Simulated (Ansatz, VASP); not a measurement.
# Bi (Bismuth) in two plane-wave programs

Aim: how closely do two programs agree when they are given the same cell, functional and k mesh? The cell is taken from a series of VASP runs on this material, whose earlier steps may have relaxed, scaled or displaced it; both programs get it as it stands. Valence electrons are named where the data sets of a main pair hold unlike numbers.

Method: plane waves, with VASP 6.6.1 beside it; single point at PBEsol and band structure at PBEsol, spin-orbit coupling, in Ansatz 0.2.0.

**1. Starting point**

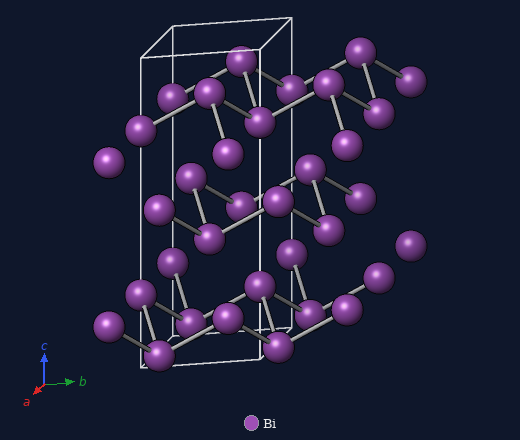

The cell as given, slightly off an axis (bismuth purple). 2×2×1 cells are drawn. This picture shows the conventional cell, with its axes. Bonds to atoms that aren't drawn are left out. Some periodic images of atoms are drawn too.

Structure file:

```cif
data_structure
_symmetry_space_group_name_H-M 'P 1'
_symmetry_Int_Tables_number 1
_cell_length_a 4.7108
_cell_length_b 4.7108
_cell_length_c 4.7108
_cell_angle_alpha 57.252
_cell_angle_beta 57.252
_cell_angle_gamma 57.252
_cell_volume 69.25
loop_
_atom_site_label
_atom_site_type_symbol
_atom_site_fract_x
_atom_site_fract_y
_atom_site_fract_z
_atom_site_occupancy
Bi1 Bi 0.23496 0.23496 0.23496 1
Bi2 Bi 0.76504 0.76504 0.76504 1
```

**2. VASP: single point, PBEsol**

A single point gives forces, pressure and levels at one fixed geometry, so differences don't come from the geometry; what else differs is listed under the comparison.

Lines of VASP's logs that name or quote its potential files are left out, and so is its time.

Input file INCAR:

```
SYSTEM = Bi
PREC = Accurate
ENCUT = 400
EDIFF = 1E-06
NELM = 100
ISMEAR = -5
SIGMA = 0.2
LREAL = .FALSE.
ALGO = Normal
GGA = PS
NBANDS = 27
LORBIT = 11
LWAVE = .FALSE.
LCHARG = .FALSE.
KPAR = 2
NEDOS = 2001
```

Input file POSCAR:

```
Bi
1.0
    2.2569148546      1.3030303989      3.9243476710
   -2.2569148546      1.3030303989      3.9243476710
    0.0000000000     -2.6060607977      3.9243476710
Bi
2
Direct
    0.2349557539      0.2349557539      0.2349557539
    0.7650442461      0.7650442461      0.7650442461
```

Input file KPOINTS:

```
Automatic mesh
0
Gamma
9 9 9
0 0 0
```

Potentials, in the order of the species: Bi_d (PBE family, release 64).

The run is started by

```sh
mpirun -np 2 vasp_std
```

Numbers of over 12 decimals in the logs are rounded to 6 here.

Log:

```text
[banner, memory and clock lines left out]
running    2 mpi-ranks, on    1 nodes
 distrk:  each k-point on    1 cores,    2 groups
 distr:  one band on    1 cores,    1 groups

 POSCAR found type information on POSCAR Bi
 POSCAR found :  1 types and       2 ions
|                                                                             |
|               ----> ADVICE to this user running VASP <----                  |
|                                                                             |
|     You enforced a specific xc type in the INCAR file but a different       |
|     [... a line on the potential file left out ...]
|     I HOPE YOU KNOW WHAT YOU ARE DOING!                                     |
|                                                                             |

 LDA part: xc-table for (Slater+PW92), standard interpolation
 POSCAR, INCAR and KPOINTS ok, starting setup
 FFT: planning ... GRIDC
 FFT: planning ... GRID_SOFT
 FFT: planning ... GRID
 WAVECAR not read
 entering main loop
       N       E                     dE             d eps       ncg     rms          rms(c)
DAV:   1     0.297376921386E+03    0.29738E+03   -0.13546E+04  4634   0.113E+03
DAV:   2     0.191663262985E+02   -0.27821E+03   -0.26845E+03  4719   0.346E+02
DAV:   3    -0.768095600309E+01   -0.26847E+02   -0.26598E+02  5436   0.119E+02
DAV:   4    -0.859279404554E+01   -0.91184E+00   -0.91108E+00  5792   0.241E+01
DAV:   5    -0.862693489726E+01   -0.34141E-01   -0.34136E-01  6537   0.409E+00    0.109E+00
DAV:   6    -0.861474299802E+01    0.12192E-01   -0.18120E-02  6185   0.131E+00    0.631E-01
DAV:   7    -0.860985486125E+01    0.48881E-02   -0.10673E-02  6153   0.102E+00    0.118E-01
DAV:   8    -0.860985846557E+01   -0.36043E-05   -0.13019E-03  5598   0.350E-01    0.214E-02
DAV:   9    -0.860987121679E+01   -0.12751E-04   -0.66009E-05  6587   0.518E-02    0.810E-03
DAV:  10    -0.860986873987E+01    0.24769E-05   -0.45701E-06  5477   0.209E-02    0.178E-03
DAV:  11    -0.860986872586E+01    0.14007E-07   -0.26017E-07  3037   0.424E-03
   1 F= -.86098687E+01 E0= -.86098687E+01  d E =0.000000E+00
|                                                                             |
|           W    W    AA    RRRRR   N    N  II  N    N   GGGG   !!!           |
|           W    W   A  A   R    R  NN   N  II  NN   N  G    G  !!!           |
|           W    W  A    A  R    R  N N  N  II  N N  N  G       !!!           |
|           W WW W  AAAAAA  RRRRR   N  N N  II  N  N N  G  GGG   !            |
|           WW  WW  A    A  R   R   N   NN  II  N   NN  G    G                |
|           W    W  A    A  R    R  N    N  II  N    N   GGGG   !!!           |
|                                                                             |
|     Tetrahedron method does not include variations of the Fermi             |
|     occupations, so forces and stress will be inaccurate. We suggest        |
|     using a different smearing scheme ISMEAR = 1 or 2 for metals in         |
|     relaxations.                                                            |
|                                                                             |
```

Parts of OUTCAR (step 2):

```text
ion  position               nearest neighbor table
   1  0.235  0.235  0.235-   2 3.06   2 3.06   2 3.06   2 3.49   2 3.49   2 3.49
   2  0.765  0.765  0.765-   1 3.06   1 3.06   1 3.06   1 3.49   1 3.49   1 3.49

  LATTYP: Found a trigonal (rhomboedric) cell.
 ALAT       =     4.7108446721
 COS(alpha) =     0.5409470568

 Subroutine GETGRP returns: Found 12 space group operations
 (whereof 12 operations were pure point group operations)

The static configuration has the point symmetry D_3d.

 Found     85 irreducible k-points:

   k-points           NKPTS =     85   k-points in BZ     NKDIM =     85   number of bands    NBANDS=     27

   dimension x,y,z NGX =    32 NGY =   32 NGZ =   32
   dimension x,y,z NGXF=    64 NGYF=   64 NGZF=   64

   ENCUT  =  400.0 eV  29.40 Ry    5.42 a.u.   7.68  7.68  7.68*2*pi/ulx,y,z

   NELECT =      30.0000    total number of electrons

 k-points in reciprocal lattice and weights: Automatic mesh
   0.00000000  0.00000000  0.00000000       0.001
   0.11111111 -0.00000000 -0.00000000       0.008
   0.22222222 -0.00000000 -0.00000000       0.008
   0.33333333  0.00000000 -0.00000000       0.008
   0.44444444 -0.00000000 -0.00000000       0.008
   0.11111111  0.11111111  0.00000000       0.008
   0.22222222  0.11111111 -0.00000000       0.016
   0.33333333  0.11111111 -0.00000000       0.016
   0.44444444  0.11111111 -0.00000000       0.016
[...]
0.44444444  0.44444444  0.44444444       0.003
  -0.44444444  0.44444444  0.44444444       0.008

 average (electrostatic) potential at core
       1-104.1851       2-104.1851

 E-fermi :   6.2895

 k-point     1 :       0.0000    0.0000    0.0000
  band No.  band energies     occupation
    ...
     11      -6.8478      2.00000
     12      -1.0681      2.00000
     13       4.8122      2.00000
     14       5.1373      2.00000
     15       5.1373      2.00000
     16       8.9416      0.00000
     17       9.3603      0.00000
     18       9.3603      0.00000
     19      11.9174      0.00000
     20      12.1069      0.00000
    ...

 k-point     2 :       0.1111   -0.0000   -0.0000
  band No.  band energies     occupation
    ...
     11      -6.7294      2.00000
     12      -1.3482      2.00000
     13       4.8717      2.00000
     14       5.1304      2.00000
     15       5.1406      2.00000
     16       8.6795      0.00000
     17       8.8563      0.00000
     18       9.0626      0.00000
     19      11.4443      0.00000
     20      11.8462      0.00000
    ...

 k-point     3 :       0.2222   -0.0000   -0.0000
  band No.  band energies     occupation
    ...
     11      -6.3787      2.00000
     12      -2.0763      2.00000
     13       4.9322      2.00000
     14       5.1284      2.00000
     15       5.2546      2.00000
     16       7.7153      0.00000
     17       8.2500      0.00000
     18       8.4022      0.00000
     19      11.4222      0.00000
     20      12.2367      0.00000
    ...

  Total        0.0598471      0.0598471     -0.0466517      0.0000000     -0.0000000      0.0000000
  in kB        1.3847308      1.3847308     -1.0794186      0.0000000     -0.0000000      0.0000000
  external PRESSURE =       0.5633476 kB  Pullay stress =       0.0000000 kB

  energy-cutoff  :      400.00
  volume of cell :       69.25
      direct lattice vectors                 reciprocal lattice vectors
     2.256914855  1.303030399  3.924347671     0.221541366  0.127906967  0.084939807
    -2.256914855  1.303030399  3.924347671    -0.221541366  0.127906967  0.084939807
     0.000000000 -2.606060798  3.924347671     0.000000000 -0.255813935  0.084939807

 POSITION                                       TOTAL-FORCE (eV/Angst)
 -----------------------------------------------------------------------------------
      0.00000      0.00000      2.76614         0.000000      0.000000      0.105747
      0.00000      0.00000      9.00690         0.000000     -0.000000     -0.105747
 -----------------------------------------------------------------------------------
    total drift:                                0.000000      0.000000     -0.000000

  FREE ENERGIE OF THE ION-ELECTRON SYSTEM (eV)
  ---------------------------------------------------
  free  energy   TOTEN  =        -8.6098687259 eV

  energy  without entropy=       -8.6098687259  energy(sigma->0) =       -8.60986873

 total charge
# of ion       s       p       d       tot
------------------------------------------
    1        1.524   1.361   9.914  12.800
    2        1.524   1.361   9.914  12.800
--------------------------------------------------
tot          3.049   2.722  19.828  25.599

[... 3 further parts left out ...]
```

The k-mesh is coarse for a metal. The PAW data sets were made with PBE, which is usual practice but a small mismatch for other functionals. With tetrahedra the forces and stress of a metal are not exact derivatives of the energy.

**3. Ansatz: single point, PBEsol**

Ansatz runs on its default PAW (the set named soft_2) files.

The same cell, functional, mesh and smearing now go to Ansatz, which takes its cutoff from its data sets.

Input file input.yaml:

```yaml
crystal:
  lattice:
    - [2.2569148546, 1.3030303989, 3.924347671]
    - [-2.2569148546, 1.3030303989, 3.924347671]
    - [0.0, -2.6060607977, 3.924347671]
  atoms:
    - { symbol: Bi, position: [0.2349557539, 0.2349557539, 0.2349557539] }
    - { symbol: Bi, position: [0.7650442461, 0.7650442461, 0.7650442461] }
hamiltonian:
  xc: pbesol
  pseudopotentials: { kind: paw }
kpoints:
  mp_grid: { grid: [9, 9, 9] }
scf:
  occupations: { method: tetrahedron }
output:
  forces: true
  stress: true
```

The run is started by

```sh
ansatz run input.yaml --threads 2 --pin off --max-ram 4608MiB --backend cpu --events-out ev --progress --plain --runs-dir out
```

Log:

```text
Warning: output.forces, output.stress, relax.cell or npt_langevin: where a Kohn–Sham band that disperses or a degenerate level is filled in part under the method tetrahedron, the forces or the stress that this run publishes need not agree with its energy (scf.occupations.method in the input reference, under Limitations); prefer a smearing scheme for the forces or the stress
Engine: ansatz 0.2.0, aarch64-unknown-linux-gnu
Pseudopotentials: kind: paw
Pseudopotential: Bi, paw, valence charge 15, recommended cutoff 420 eV (normal), Bi.paw.azcp
Functional definition: PBEsol
  exchange = pbesol_x
  correlation = pbesol_c
Crystal: 2 atoms, lattice volume = 69.245 Å³
Basis set: ecut = 420 eV, 1333 PW (Γ), exchange–correlation on 64×64×64 points (8 copies of the dense FFT grid, shifted against one another)
Bands: 19, of which v1, the nominal top of the filled ones, is band 15 counted from 1 (14 counted from 0)
Symmetry: 12 space group operations
Space group: R-3m (ITA 166), of the structure as read, at distance tolerance 4.1e-5 Å
k-points: 85 of 729
Non-local potential: Bi, projectors of the file, l = 0: 2, l = 1: 2, l = 2: 2, l = 3: 2
PAW form: soft (Blöchl's): semilocal exchange-correlation on the pseudo side does not see the compensation charge
PAW frozen core: Bi, regenerated for the run's functional, and the local potential with it (the file was generated under x = pbe(κ = 0.804, μ = 0.219515), c = pbe(β = 0.066725))
PAW one-centre angular grid: Bi, 590 points (default); XC on 64 Gauss nodes
Initial density: superposition of atomic densities (neutral atoms: chi_scale 0, normalization atom), corrected by the library's trained network
Initial wavefunctions: pseudopotential atomic-orbital guess
Functional: x = pbesol(κ = 0.804, μ = 0.123457), c = pbesol(β = 0.046)
SCF iter   1: F=—  HF=-24484.008840 eV  |F-HF|=—  |Δ(HF+E_count)|=         —  Δρ=1.75e-3  dr2=2.37e-3  ethr=1.77e-3  ⟨swp⟩=6.7  Hψ=8015  notcnv=0
preconditioner: auto → Kerker (q_TF=auto, 2.373 Å⁻¹)  [metal: no gap  n_scr=14 (ndim 8)  ℏωp=24.4 eV  f_vac=0.002]
SCF iter   2: F=—  HF=-24484.008265 eV  |F-HF|=—  |Δ(HF+E_count)|=   5.75e-4  Δρ=1.03e-3  dr2=9.33e-4  ethr=7.91e-6  ⟨swp⟩=3.2  Hψ=4368  notcnv=0
SCF iter   3: F=—  HF=-24484.008048 eV  |F-HF|=—  |Δ(HF+E_count)|=   2.17e-4  Δρ=3.04e-4  dr2=6.82e-5  ethr=3.11e-6  ⟨swp⟩=2.7  Hψ=3314  notcnv=0
SCF iter   4: F=—  HF=-24484.008039 eV  |F-HF|=—  |Δ(HF+E_count)|=   9.24e-6  Δρ=1.29e-4  dr2=2.50e-5  ethr=2.27e-7  ⟨swp⟩=2.0  Hψ=3230  notcnv=0
SCF iter   5: F=—  HF=-24484.008036 eV  |F-HF|=—  |Δ(HF+E_count)|=   2.74e-6  Δρ=4.23e-5  dr2=2.18e-6  ethr=8.32e-8  ⟨swp⟩=2.1  Hψ=2390  notcnv=0
SCF iter   6: F=-24484.008037 eV  HF=-24484.008037 eV  |F-HF|=9.75e-9  |Δ(HF+E_count)|=   2.79e-7  Δρ=9.57e-6  dr2=9.67e-8  ethr=3.33e-10  ⟨swp⟩=4.0  Hψ=7955  notcnv=0
SCF 1 converged in 6 iterations: F = -24484.008037 eV  dr2 = 9.67e-8
  greatest PAW one-centre occupation: 0.987 electrons in one spin orbital (limit 2), on the Bi atom at site 1 (counted from 0), in its partial waves of l = 2
SCF converged after 6 iterations
Stability not checked: this state was not tested for a lower state beside it, because cold or Methfessel-Paxton smearing, or corrected tetrahedra, fill the levels in a way that the test cannot read (fill_not_monotonic; see scf.lower_state_search)
Free energy (F): -24484.008037 eV
Harris-Foulkes:  -24484.008037 eV  (|F-HF|=9.75e-9)
Internal energy: -24484.008037 eV  (E = F + TS)
E sigma→0 (E₀):  -24484.008037 eV
Fermi energy:    9.731996 eV
--- Per-component energies (eV) ---
  E_band       = -214.988854
  E_kinetic    = 605.762968
  E_local      = -3091.216014  (includes V_loc(G=0)·N_el)
  E_nonlocal   = 1122.953105
  E_hartree    = 1005.095205
  E_xc         = -300.294721
  E_vxc        = -288.034111  (∫ρ·V_xc dr)
  E_paw        = -21019.226828  (= ΣΔE_a)
  E_vpaw       = -574.652147  (= ΣTr[D̂ρ^β])
  E_aug_tail   = -0.000931  (compensation charges beyond the density's cutoff)
  E_ewald      = -2807.260326
  E_core_change = 0.179504  (= ΣΔE_core)
  E_smearing   = 0.000000  (= −TS)
  E_closure    = -0.000000  (closes the sum)
  Σ components = -24484.008037   (vs F -24484.008037, Δ=0.00e0)
--- Forces (eV/Å), atoms counted from 1 ---
  atom   1  Bi     0.00000000     0.00000000     0.09867514
  atom   2  Bi     0.00000000    -0.00000000    -0.09867514
  max |Σ_I F_I| component: 6.94e-18 eV/Å
--- Stress (GPa, compression-positive) ---
        0.225958       0.000000      -0.000000
        0.000000       0.225958      -0.000000
       -0.000000      -0.000000      -0.019455
  P = ⅓ Tr σ = 0.1442 GPa (1.442 kbar)
--- Band table (eV; the first three rows and the last of 85) ---
  k-point 0: bands = [... 11 lower, 2.3949, 8.2510, 8.5772, 8.5772, 12.3867, 12.8014, 12.8014, 15.3481]
  k-point 1: bands = [... 11 lower, 2.1137, 8.3106, 8.5704, 8.5811, 12.1232, 12.2989, 12.5027, 14.8793]
  k-point 2: bands = [... 11 lower, 1.3833, 8.3713, 8.5686, 8.6961, 11.1588, 11.6913, 11.8406, 14.8584]
  k-point 84: bands = [... 11 lower, -0.1860, 7.4873, 8.7698, 9.1347, 10.5628, 10.9981, 12.2825, 16.4179]
```

It took 2.4 s on 2 threads of Arm Neoverse V2, shared host; peak memory 0.37 GiB; 4.7 s of CPU time.

The run ends at a pressure of 0.14 GPa, with forces up to 0.099 eV/Å.

**4. Comparison**

Known differences besides the potentials themselves: the cutoff is 420 eV in Ansatz and 400 eV in VASP; Ansatz makes its cores anew for this functional, VASP keeps those of its PBE data sets; VASP leaves aspherical gradient terms in its spheres out (LASPH is not set), Ansatz keeps them. Total energies have different zeros and are not compared.

Both answers:

| quantity | Ansatz | VASP | difference |
| --- | --- | --- | --- |
| pressure (GPa) | 0.14 | 0.06 | +0.09 |

Forces (eV/Å; atoms numbered as in POSCAR):

| atom | Ansatz x, y, z | VASP x, y, z |
| --- | --- | --- |
| Bi1 | 0.000, 0.000, 0.099 | 0.000, 0.000, 0.106 |
| Bi2 | 0.000, 0.000, -0.099 | 0.000, 0.000, -0.106 |

The forces differ by 4.1 meV/Å r.m.s., which is 6.7 % of the r.m.s. force of 0.061 eV/Å (both taken over all components). Ansatz's pressure holds a Pulay correction of 0.03 GPa; VASP's holds none.

**5. Ansatz: band structure, PBEsol, spin-orbit coupling**

A single point gives forces, pressure and levels at one fixed geometry, so differences don't come from the geometry; what else differs is listed under the comparison.

The cell is taken from a series of VASP runs on this material, whose earlier steps may have relaxed, scaled or displaced it; both programs get it as it stands.

Input file input.yaml:

```yaml
crystal:
  lattice:
    - [2.2569148546, 1.3030303989, 3.924347671]
    - [-2.2569148546, 1.3030303989, 3.924347671]
    - [0.0, -2.6060607977, 3.924347671]
  atoms:
    - { symbol: Bi, position: [0.2349557539, 0.2349557539, 0.2349557539] }
    - { symbol: Bi, position: [0.7650442461, 0.7650442461, 0.7650442461] }
hamiltonian:
  xc: pbesol
  pseudopotentials: { kind: paw_fr }
magnetization:
  noncollinear: true
  spin_orbit: true
kpoints:
  mp_grid: { grid: [5, 5, 5] }
  band_path:
    path:
      - [0.0, 0.0, 0.0]
      - [0.13333, 0.0, 0.0]
      - [0.3, 0.0, 0.0]
      - [0.46667, 0.0, 0.0]
      - [0.5, 0.04803, -0.04803]
      - [0.5, 0.12809, -0.12809]
      - [0.5, 0.20814, -0.20814]
      - [0.72519, 0.5, 0.27481]
      - [0.63858, 0.5, 0.36142]
      - [0.55197, 0.5, 0.44803]
      - [0.46667, 0.46667, 0.46667]
      - [0.3, 0.3, 0.3]
      - [0.13333, 0.13333, 0.13333]
      - [0.0, 0.0, 0.0]
      - [0.12336, 0.0, -0.12336]
      - [0.22205, 0.0, -0.22205]
      - [0.34541, 0.0, -0.34541]
      - [0.60393, 0.39607, 0.0]
      - [0.56063, 0.43937, 0.0]
      - [0.51732, 0.48268, 0.0]
      - [0.51732, 0.51732, 0.03202]
      - [0.56063, 0.56063, 0.11208]
      - [0.60393, 0.60393, 0.19213]
      - [0.62126, 0.62126, 0.25749]
      - [0.57795, 0.57795, 0.3441]
      - [0.53464, 0.53464, 0.43071]
      - [0.5, 0.0, 0.0]
      - [0.58661, 0.12336, 0.12336]
      - [0.67322, 0.24672, 0.24672]
      - [0.75983, 0.37008, 0.37008]
    npoints: 1
scf:
  occupations: { method: methfessel_paxton, width: 0.2 }
  n_extra_bands: 14
output:
  forces: true
  stress: true
  eigenvalues: true
```

Log:

```text
[...]
non-collinear run that drives no moment, with spin-orbit: no starting moment large enough to seed its density (crystal.atoms[].spin), no starting occupations that ask for one, no magnetisation constraint and no magnetic field, so the semilocal B_xc is pinned to zero
Crystal: 2 atoms, lattice volume = 69.245 Å³
[...]
k-point 1: bands = [... 26 lower, 8.9057, 8.9057, 9.2237, 9.2237, 10.3262, 10.3262, 12.0835, 12.0835, ... 10 higher]
  k-point 2: bands = [... 26 lower, 8.2484, 8.2484, 9.5019, 9.5019, 9.8268, 9.8268, 10.7120, 10.7120, ... 10 higher]
  k-point 18: bands = [... 26 lower, 7.5699, 7.5699, 8.8311, 8.8311, 10.8865, 10.8865, 12.1493, 12.1493, ... 10 higher]
[key lines of the parts left out:]
SCF converged after 6 iterations
Magnetization: |M| = 0.0000 μB,  M = (+0.0000, +0.0000, +0.0000) μB
Free energy (F): -24565.822652 eV
Fermi energy:    9.731708 eV
P = ⅓ Tr σ = 0.9716 GPa (9.716 kbar)
```

Run time: 8.9 s. Hardware: 2 threads; peak memory 0.49 GiB.

(Part 1 of 2 ends here.)

[Lines on the potential files, build, host, timing and source positions are cut from VASP's logs without a mark.]

[Logs are printed without paths, hosts, clocks, repeated set-up lines and the standing remarks that a program may print on its own settings, such as how far it seeks lower states.]

[Hosts, paths, dates, database ids (printed as entryN), source tags and the programs' standing remarks are cut or masked in the printed files.]
